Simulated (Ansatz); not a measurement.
# Quasi-harmonic thermodynamics of ReS (hypothetical, F-43m), part 3 of 3

Wanted: α(T), C_P(T) and B(T) of ReS (hypothetical) in the quasi-harmonic approximation. The crystal structure is hypothetical: it was made by swapping elements on a known structure type.

Ansatz 0.2.0; DFT PBEsol, scalar-relativistic, plane waves, PAW.

So far. Step 2 (Probe on a coarse mesh): The start is under -30 GPa at this level and looks like a metal on this mesh. Step 5 (Tight relaxation): The residual pressure is 0.0056 GPa, small enough for phonons.

## 8. The quasi-harmonic study, q-mesh 4×4×4

Thermal expansion follows from how the free energy of the vibrations (and of the electrons in a metal) changes with strain, so the program makes strained cells, their phonons and a fit in one run.

input.yaml

```yaml
crystal:
  lattice:
    - [0.0, 2.5918834164, 2.5918834164]
    - [2.5918834164, 0.0, 2.5918834164]
    - [2.5918834164, 2.5918834164, 0.0]
  atoms:
    - { symbol: Re, position: [0.0, 0.0, 0.0] }
    - { symbol: S, position: [0.25, 0.25, 0.25] }
kpoints:
  mp_grid: { grid: [16, 16, 16] }
hamiltonian:
  xc: pbesol
scf:
  occupations: { method: methfessel_paxton, width: 0.15 }
output:
  eigenvalues: true
phonons:
  method: dfpt
  qmesh: [4, 4, 4]
  temperatures: { t_max: 800.0, t_step: 50 }
  thermal_expansion: {}
```

Run with:

```bash
ansatz run input.yaml --threads 4 --pin off --max-ram 8192MiB --backend cpu --events-out ev --progress --plain --runs-dir out
```

Numbers of over 12 decimals in the logs are rounded to 6 here.

What it wrote:

```text
The last accepted step is kept in <dir> (removed where the run ends without a failure and the disk answers)
Engine: ansatz 0.2.0, x86_64-unknown-linux-gnu
Pseudopotentials: kind: paw
Pseudopotential: Re, paw, valence charge 15, recommended cutoff 420 eV (normal), Re.paw.azcp
Pseudopotential: S, paw, valence charge 6, recommended cutoff 420 eV (normal), S.paw.azcp
Functional definition: PBEsol
  exchange = pbesol_x
  correlation = pbesol_c
Crystal: 2 atoms, lattice volume = 34.824 Å³
Basis set: ecut = 487.2 eV, 869 PW (Γ), exchange–correlation on 54×54×54 points (8 copies of the dense FFT grid, shifted against one another)
Bands: 15, of which v1, the nominal top of the filled ones, is band 11 counted from 1 (10 counted from 0)
Symmetry: 24 space group operations
Space group: F-43m (ITA 216), of the structure as read, at distance tolerance 3.3e-5 Å
k-points: 145 of 4096 (time reversal used)
Non-local potential: Re, projectors of the file, l = 0: 3, l = 1: 2, l = 2: 2, l = 3: 1
Non-local potential: S, projectors of the file, l = 0: 2, l = 1: 2, l = 2: 2
PAW form: soft (Blöchl's): semilocal exchange-correlation on the pseudo side does not see the compensation charge
PAW frozen core: Re, regenerated for the run's functional, and the local potential with it (the file was generated under x = pbe(κ = 0.804, μ = 0.219515), c = pbe(β = 0.066725))
PAW frozen core: S, regenerated for the run's functional, and the local potential with it (the file was generated under x = pbe(κ = 0.804, μ = 0.219515), c = pbe(β = 0.066725))
PAW one-centre angular grid: Re, 590 points (default); XC on 64 Gauss nodes
PAW one-centre angular grid: S, 110 points (default); XC on 64 Gauss nodes
Initial density: superposition of atomic densities (neutral atoms: chi_scale 0, normalization atom), corrected by the library's trained network
Initial wavefunctions: pseudopotential atomic-orbital guess
Functional: x = pbesol(κ = 0.804, μ = 0.123457), c = pbesol(β = 0.046)
SCF iter   1: F=—  HF=-11621.561929 eV  |F-HF|=—  |Δ(HF+E_count)|=         —  Δρ=6.36e-3  dr2=6.37e-3  ethr=1.77e-3  ⟨swp⟩=5.0  Hψ=12067  notcnv=0
preconditioner: auto → Kerker (q_TF=auto, 2.508 Å⁻¹)  [metal: Δε(μ)=0.006 eV  Ē_g=9.878 eV  σ=0.150 eV  W_gap=0.03  n_scr=14 (ndim 8)  ℏωp=22.7 eV  f_vac=0.003  D(μ)=2.58/eV (n_scr^D=26)]
SCF iter   2: F=—  HF=-11621.561830 eV  |F-HF|=—  |Δ(HF+E_count)|=   9.83e-5  S|Δr|=    0.00e0  Δρ=3.74e-3  dr2=2.36e-3  ethr=3.03e-5  ⟨swp⟩=1.5  Hψ=3589  notcnv=0
SCF iter   3: F=—  HF=-11621.562457 eV  |F-HF|=—  |Δ(HF+E_count)|=   6.27e-4  S|Δr|=    0.00e0  Δρ=5.16e-4  dr2=1.02e-4  ethr=1.12e-5  ⟨swp⟩=2.6  Hψ=3486  notcnv=0
[...]
Free energy (F): -11621.562505 eV
Harris-Foulkes:  -11621.562505 eV  (|F-HF|=5.46e-12)
Internal energy: -11621.560010 eV  (E = F + TS)
E sigma→0 (E₀):  -11621.561882 eV
Entropy (-TS):   -0.002495 eV (-1.248 meV/atom)
Fermi energy:    14.043375 eV
--- Per-component energies (eV) ---
  E_band       = -185.700309
  E_kinetic    = 654.192799
  E_local      = -1384.991286  (includes V_loc(G=0)·N_el)
  E_nonlocal   = 82.107314
  E_hartree    = 503.235719
  E_xc         = -497.405515
  E_vxc        = -391.737008  (∫ρ·V_xc dr)
  E_paw        = -9116.459802  (= ΣΔE_a)
  E_vpaw       = -151.743507  (= ΣTr[D̂ρ^β])
  E_aug_tail   = -0.000034  (compensation charges beyond the density's cutoff)
  E_ewald      = -1862.534414
  E_core_change = 0.295211  (= ΣΔE_core)
  E_smearing   = -0.002495  (= −TS)
  E_closure    = 0.000000  (closes the sum)
  Σ components = -11621.562505   (vs F -11621.562505, Δ=0.00e0)
--- Forces (eV/Å), atoms counted from 1 ---
  atom   1  Re    -0.00000000     0.00000000     0.00000000
  atom   2  S     -0.00000000     0.00000000     0.00000000
  max |Σ_I F_I| component: 2.59e-16 eV/Å
--- Stress (GPa, compression-positive) ---
        0.001947      -0.000000       0.000000
       -0.000000       0.001947      -0.000000
        0.000000      -0.000000       0.001947
  P = ⅓ Tr σ = 0.0019 GPa (0.019 kbar)
--- Band table (eV; the first three rows and the last of 145) ---
  k-point 0: bands = [... 7 lower, 7.6983, 12.8582, 12.8582, 15.3150, 18.9693, 18.9693, 18.9693, 22.3619]
  k-point 1: bands = [... 7 lower, 7.7227, 12.8335, 12.8335, 15.4811, 18.7895, 18.9871, 18.9871, 22.0708]
  k-point 2: bands = [... 7 lower, 7.7911, 12.7781, 12.7781, 15.9233, 18.2844, 18.9770, 18.9770, 21.4241]
  k-point 144: bands = [... 7 lower, 9.3293, 11.3372, 12.5870, 14.0042, 15.2917, 16.8616, 21.8762, 22.1910]
── thermal expansion: 3 new cells, 3 in all ──
thermal expansion: relaxation of cell 2
thermal expansion: relaxation of cell 3
── thermal expansion: 2 new cells, 5 in all ──
thermal expansion: relaxation of cell 4
thermal expansion: lower-state search of cell 4
thermal expansion: electrons of cell 4
thermal expansion: phonons of cell 4
WARN: thermal expansion: vibrations_at_or_below_zero in the phonons of 1 cell: 4
this run last wrote the structure of step 1 to <dir>
--- Relaxed structure (1 steps of the walk, 1 accepted, 0 SCFs on fresh bases) ---
  F+E_penalty+E_count = -11621.56250539 eV   max|allowed force component| = 1.850e-17 eV/Å
  atoms:
    - { symbol: Re, position: [0.0, 0.0, 0.0] }
    - { symbol: S, position: [0.25, 0.25, 0.25] }
--- Thermal expansion: 5 cells in 2 rounds, 0 GPa ---
  no lower state was reached at cell 4; its state was not examined: fill_not_monotonic
  not told: vibrations stand at or below zero in cell 4 (1.875 modes a cell, the lowest at -118.8 cm⁻¹): the crystal is at no minimum there, or its k-points are too few: type the crystal that it becomes, another pressure, or a denser kpoints.mp_grid, in a new run
  vibrations_at_or_below_zero in the phonons of 1 cell: 4
Error: vibrations stand at or below zero in cell 4 (1.875 modes a cell, the lowest at -118.8 cm⁻¹): the crystal is at no minimum there, or its k-points are too few: type the crystal that it becomes, another pressure, or a denser kpoints.mp_grid, in a new run
[key lines of the parts left out:]
SCF converged after 9 iterations
```

Run time: 12 min. Hardware: 4 threads of Intel Xeon Platinum 8488C (Sapphire Rapids), shared host; peak memory 4.8 GiB.

The run ended with an error.

The program's message: “vibrations stand at or below zero in cell 4 (1.875 modes a cell, the lowest at -118.8 cm⁻¹): the crystal is at no minimum there, or its k-points are too few: type the crystal that it becomes, another …”

## 9. Phonons of the refused cell

The study refused this cell, so its phonons are run alone to see which modes are imaginary.

input.yaml, the sections that differ from step 8:

```yaml
phonons:
  method: dfpt
  qmesh: [4, 4, 4]
  temperatures: { t_max: 1000, t_step: 50 }
  qpath:
    path:
      - [[0.0, 0.0, 0.0], [-0.5, -0.5, 0.0], [-0.375, -0.375, 0.25]]
      - [[-0.375, 0.0, 0.375], [0.0, 0.0, 0.0], [0.0, 0.0, 0.5], [-0.5, -0.25, 0.25], [-0.5, -0.5, 0.0]]
    npoints: 10
# crystal, kpoints, hamiltonian, scf, output: as in step 8
```

What it wrote:

```text
[...]
Crystal: 2 atoms, lattice volume = 34.824 Å³
Basis set: ecut = 420 eV, 701 PW (Γ), exchange–correlation on 50×50×50 points (8 copies of the dense FFT grid, shifted against one another)
Bands: 15, of which v1, the nominal top of the filled ones, is band 11 counted from 1 (10 counted from 0)
Symmetry: 24 space group operations
k-points: 145 of 4096 (time reversal used)
[...]
SCF iter   1: F=—  HF=-11621.559729 eV  |F-HF|=—  |Δ(HF+E_count)|=         —  Δρ=6.39e-3  dr2=6.36e-3  ethr=1.77e-3  ⟨swp⟩=5.0  Hψ=12128  notcnv=0
[...]
SCF iter   9: F=-11621.560308 eV  HF=-11621.560308 eV  |F-HF|=1.82e-12  |Δ(HF+E_count)|=    0.00e0  S|Δr|=    0.00e0  Δρ=1.30e-7  dr2=4.88e-12  ethr=1.00e-12  ⟨swp⟩=5.0  Hψ=10401  notcnv=0
SCF 1 converged in 9 iterations: F = -11621.560308 eV  dr2 = 4.88e-12
[...]
phonons: the bands overlap, so this run is a metal and interpolates without the dipole-dipole term. If the crystal is really an insulator or semiconductor, its LO-TO splitting is missing
NSCF: frozen V_eff on 145 k-points
[...]
DFPT response loops at q = (0, 0, 0) (fractional): preconditioner auto → Kerker (q_TF=auto, 2.508 Å⁻¹) (partly filled bands, converged f_vac=0.000); β = 1.00, the filter's whole step (`scf.mixing.beta` (0.50) is not read by the response loops under this deck's `scf.mixing.preconditioner`; to damp them name `kerker` or `kerker_dos`, under which they read `scf.mixing.beta`, and type it under 1.00, their step now; both keys bind the ground state too); Broyden in place of MSR1
[...]
SCF converged after 9 iterations
[...]
Free energy (F): -11621.560308 eV
[...]
Internal energy: -11621.557813 eV  (E = F + TS)
E sigma→0 (E₀):  -11621.559684 eV
Entropy (-TS):   -0.002495 eV (-1.247 meV/atom)
Fermi energy:    14.043421 eV
[...]
--- Band table (eV; the first three rows and the last of 145) ---
  k-point 0: bands = [... 7 lower, 7.6982, 12.8581, 12.8581, 15.3153, 18.9693, 18.9693, 18.9693, 22.3624]
  k-point 1: bands = [... 7 lower, 7.7226, 12.8334, 12.8334, 15.4813, 18.7896, 18.9871, 18.9871, 22.0714]
  k-point 2: bands = [... 7 lower, 7.7910, 12.7781, 12.7781, 15.9235, 18.2845, 18.9771, 18.9771, 21.4246]
  k-point 144: bands = [... 7 lower, 9.3293, 11.3372, 12.5869, 14.0042, 15.2916, 16.8616, 21.8765, 22.1915]
--- Phonons (Γ-DFPT): 2 representative perturbations + reference (Σ response iterations 6) ---
  ASR residual: 4.428e-5 → 0.000e0 eV/Å²; symmetrization residual: 1.130e-6 eV/Å²
  ASR residual per site (eV/Å²): 4.43e-5 2.97e-5
  Γ frequencies (cm⁻¹): 0.00 0.00 0.00 422.80 422.80 422.80
--- Phonons (arbitrary-q DFPT): 8 irreducible q on the 4×4×4 mesh ---
  q = [0.0000, 0.0000, 0.0000] (star 1, of the zone-centre solve; hermiticity 1.26e-7, symmetrization 1.64e-14): -0.00 0.00 0.00 422.80 422.80 422.80
  q = [0.0000, 0.0000, 0.2500] (star 8, 2 solved perturbations on 2176 of 4096 k-point pairs; hermiticity 2.85e-7, symmetrization 6.73e-14): -41.74 -41.74 93.23 381.22 412.60 412.60
[...]
q = [0.0000, 0.2500, 0.2500] (star 6, 4 solved perturbations in 3616 linear systems a pass and spin channel, the states on 1160 of 4096 k-point pairs; hermiticity 4.54e-7, symmetrization 1.18e-13): -34.38 -34.38 110.21 385.27 385.27 418.76
[...]
sum rule: each row above includes the acoustic sum rule's correction from the zone centre's row sums; it moved no ω² by more than (0.50 cm⁻¹)²
  mesh force constants: q→R imaginary residual 2.99e-18; ASR residual 4.428e-5 → 0.000e0 eV/Å²; symmetrization residual 7.105e-15 eV/Å²
  interpolated dispersion: 62 rows × 6 modes
  density of states and harmonic sums: on the 24×24×24 q-mesh, interpolated from the force constants of a 4×4×4 supercell (no non-analytic term)
  largest difference from the sums on the solved wave vectors: F 1.04e-2 eV, S 1.44e-5 and C_V 3.99e-6 eV/K
  zero-point energy: 0.082600 eV/cell   skipped modes (ω ≤ 0): 799, of them read as no rigid motion or as one in doubt: 796 (1.967e0 modes/cell left out, lowest -118.88 cm⁻¹)   left out of the sums: 3.28e-1 of the cell's modes: C_V's classical limit lies that fraction below 3 k_B per atom; for a crystal, a wire or a layer, F and S can be off by more, and a phonons.interpolated_qmesh denser along its periods is the remedy for the sampling
```

Wall time 7.1 min (4 threads); peak memory 4.7 GiB; 26 min of CPU time.

Numbers from this step:

- Γ frequencies: 0, 0, 0, 422.8, 422.8, 422.8 cm⁻¹ (negative: imaginary)
- lowest frequency on the path: -118.9 cm⁻¹
- point group: -43m
- highest frequency: 422.8 cm⁻¹

No LO-TO term. The phonon branches at the labelled points (cm⁻¹):

| point | branch 1 | branch 2 | branch 3 | branch 4 | branch 5 | branch 6 |
| --- | --- | --- | --- | --- | --- | --- |
| Γ | 0 | 0 | 0 | 423 | 423 | 423 |
| X | 32 | 32 | 141 | 397 | 397 | 407 |
| U | -104 | -52 | 152 | 385 | 393 | 409 |
| jump to K | -104 | -52 | 152 | 385 | 393 | 409 |
| Γ | 0 | 0 | 0 | 423 | 423 | 423 |
| L | -29 | -29 | 122 | 419 | 419 | 423 |
| W | -119 | -81 | 158 | 374 | 400 | 407 |
| X | 32 | 32 | 141 | 397 | 397 | 407 |

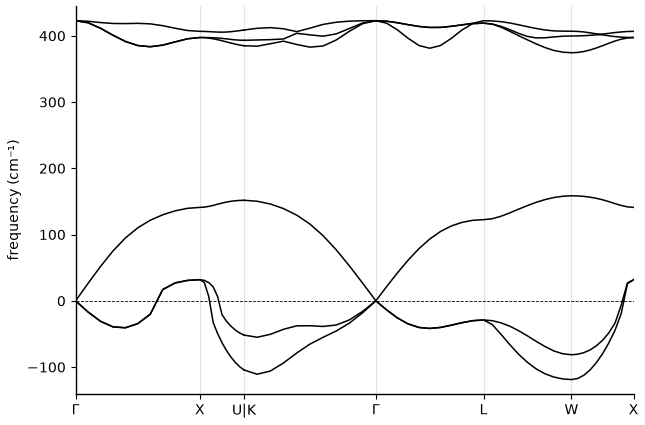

Phonon branches along the path.

The phonon density of states has structure finer than the step of the table below, so its rows give means over 25 cm⁻¹, whole bins alone (the curve runs from -118 to 422 cm⁻¹). Peaks (cm⁻¹: height): -37.5: 0.0655, 147.5: 0.0301, 397.5: 0.102, 407.5: 0.102.

Tetrahedra on 24 24 24, mean over bins of 5 cm⁻¹. The phonon density of states by wavenumber; means over each step:

| wavenumber (cm⁻¹) | phonon density of states (1/cm⁻¹/cell) |
| --- | --- |
| -100 | 0.0115 |
| -75 | 0.0156 |
| -50 | 0.0373 |
| -25 | 0.0128 |
| 0 | 0.00107 |
| 25 | 7.1e-4 |
| 50 | 5.4e-4 |
| 75 | 0.00148 |
| 100 | 0.00396 |
| 125 | 0.0141 |
| 150 | 0.0198 |
| 175 | 0 |
| 200 | 0 |
| 225 | 0 |
| 250 | 0 |
| 275 | 0 |
| 300 | 0 |
| 325 | 0 |
| 350 | 0 |
| 375 | 0.0188 |
| 400 | 0.0822 |

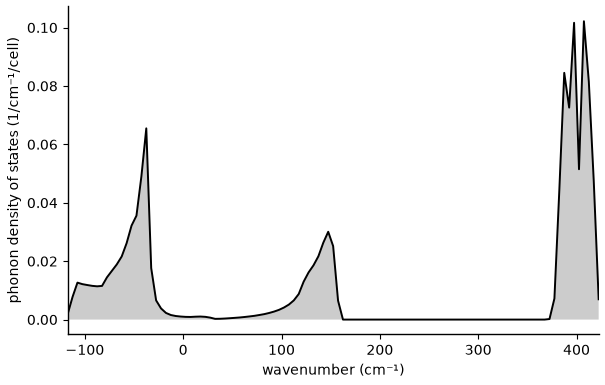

Phonon density of states against wavenumber.

No LO-TO term. The modes at Γ (shares of kinetic energy by element, %):

| mode | frequency (cm⁻¹) | symmetry | Re % | S % |
| --- | --- | --- | --- | --- |
| 1 | 0.0 | T2 | 85 | 15 |
| 2 | 0.0 | T2 | 85 | 15 |
| 3 | 0.0 | T2 | 85 | 15 |
| 4 | 422.8 | T2 | 15 | 85 |
| 5 | 422.8 | T2 | 15 | 85 |
| 6 | 422.8 | T2 | 15 | 85 |

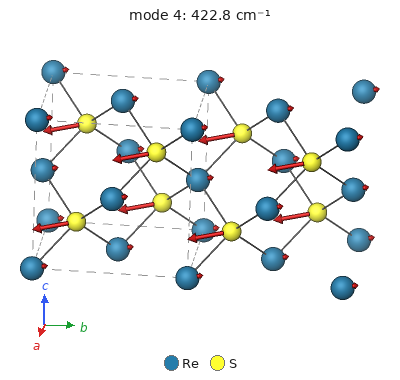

Displacement patterns of mode 4 at Γ; arrows are exaggerated. Bonds to atoms that aren't drawn are left out. 1×2×1 conventional cells are drawn. Some periodic images of atoms are drawn too.

Lowest modes at the softest wavevector of the mesh; phase exp(i q.(R + tau)). The modes at q = (0.250, 0.500, -0.250) (shares of kinetic energy by element, %) (negative means imaginary):

| mode | frequency (cm⁻¹) | Re % | S % |
| --- | --- | --- | --- |
| 1 | -118.9 | 76 | 24 |
| 2 | -81.4 | 85 | 15 |
| 3 | 158.5 | 100 | 0 |
| 4 | 374.4 | 24 | 76 |
| 5 | 399.7 | 0 | 100 |
| 6 | 406.9 | 15 | 85 |

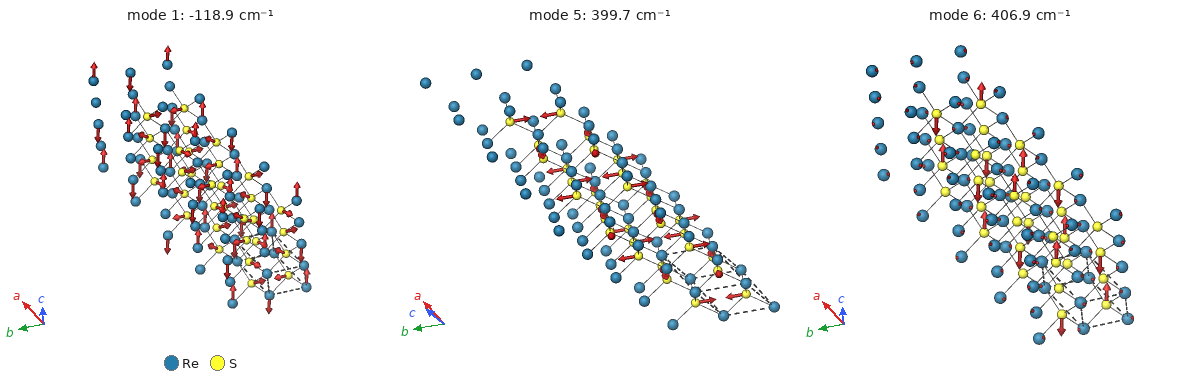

Displacement patterns of modes 1, 5 and 6 at q = (0.250, 0.500, -0.250); arrows are exaggerated. Bonds to atoms that aren't drawn are left out. 4×2×4 cells are drawn. The axes are those of the cell as run, not the conventional ones. Some periodic images of atoms are drawn too.

The modes has structure finer than the step of the table below, so its rows give means over 25 cm⁻¹, whole bins alone (the curve runs from -128 to 446 cm⁻¹). Peaks (cm⁻¹: height): Re -41.5: 0.0434, 146.1: 0.0272, 395.0: 0.0133; S 409.4: 0.0775.

Phonopy on the run's constants, 19x19x19 mesh, Gaussian sigma 4.1 cm⁻¹. Table of modes by wavenumber; means over each step; values in 1/cm⁻¹/cell:

| wavenumber (cm⁻¹) | Re | S |
| --- | --- | --- |
| -100 | 0.00902 | 0.00216 |
| -75 | 0.0130 | 0.00275 |
| -50 | 0.0302 | 0.00611 |
| -25 | 0.0114 | 0.00223 |
| 0 | 7.9e-4 | 1.6e-4 |
| 25 | 5.7e-4 | 1.1e-4 |
| 50 | 5.1e-4 | 8.2e-5 |
| 75 | 0.00129 | 1.8e-4 |
| 100 | 0.00370 | 3.6e-4 |
| 125 | 0.0136 | 6.1e-4 |
| 150 | 0.0190 | 2.8e-4 |
| 175 | 2.3e-4 | 6.4e-7 |
| 200 | 0 | 0 |
| 225 | 0 | 0 |
| 250 | 0 | 0 |
| 275 | 0 | 0 |
| 300 | 0 | 0 |
| 325 | 0 | 0 |
| 350 | 0 | 7.2e-7 |
| 375 | 0.00336 | 0.0163 |
| 400 | 0.0101 | 0.0696 |
| 425 | 0.00192 | 0.0186 |

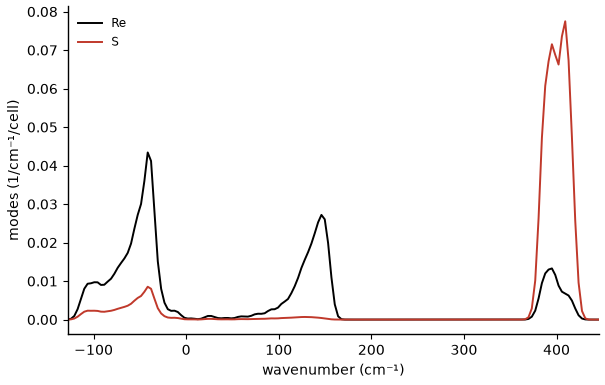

Modes, plotted against wavenumber.

The lowest solved frequency is -119 cm⁻¹, so the cell is unstable here and gives no valid free energy.

## 10. Outcome

```yaml
lowest_frequency_at_the_solved_wavevectors: -119 cm⁻¹
```

In words: With imaginary harmonic modes at the relaxed cell the quasi-harmonic free energy is undefined, so no expansion is obtained for this phase at this level. The softest solved mode is 119i cm⁻¹ at q = (0.25, -0.5, -0.25), and 6 of 8 solved wavevectors carry a mode beyond 8i cm⁻¹. In a metal soft modes also hang on the k-mesh and the smearing, which were not converged here. The PAW files were made for PBE and are used here under another functional, for which the program regenerates the frozen cores. The cell has an odd number of electrons and the run has no spin polarisation, so it is forced to be a metal; the real compound may order or distort.

[Logs are printed without paths, hosts, clocks, repeated set-up lines and the standing remarks that a program may print on its own settings, such as how far it seeks lower states.]

[Hosts, paths, dates, database ids (printed as entryN), source tags and the programs' standing remarks are cut or masked in the printed files.]

[A step with changed settings may run another functional than the one named; its input shows which.]
